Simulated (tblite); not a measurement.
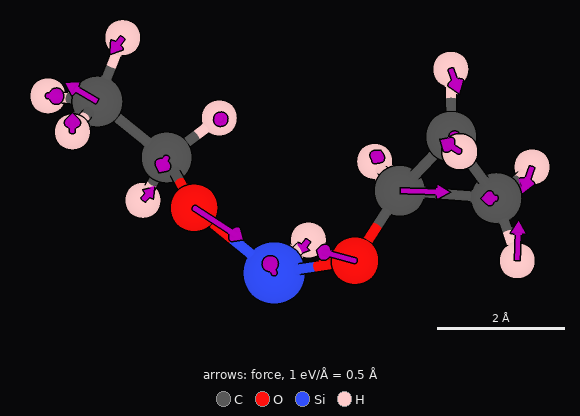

Starting geometry of C5H11O2Si (multiplicity 2) with the computed forces as purple arrows. Style: ball-and-stick. Shown at a tilt.

The calculation used GFN2-xTB geometry optimisation, gas phase (tblite). 

**What follows when this structure is relaxed?**

It isn't relaxed: the largest force vector, on an O atom, is 2.52 eV/Å. The final displacements follow the starting forces only in part (cosine between the two patterns 0.36). The atom that moves furthest after the best rigid fit is an H atom (2.17 Å). Largest moves by element: H 2.17 Å, O 1.41 Å, Si 0.78 Å, C 0.56 Å. Among the contacts that change: O–Si 1.720 → 1.625 Å, C–C 1.537 → 1.496 Å, C–O 1.429 → 1.391 Å, C–H 1.116 → 1.078 Å. Bond angles that change, for instance: Si–O–C 104.9° → 130.1°, C–O–Si 108.5° → 129.3°, H–C–H 114.8° → 108.4°. Groups turn about C–O by about 120°, O–Si by about 110°, O–Si by about 50°. The energy falls by 1.417 eV in 146 geometry steps.
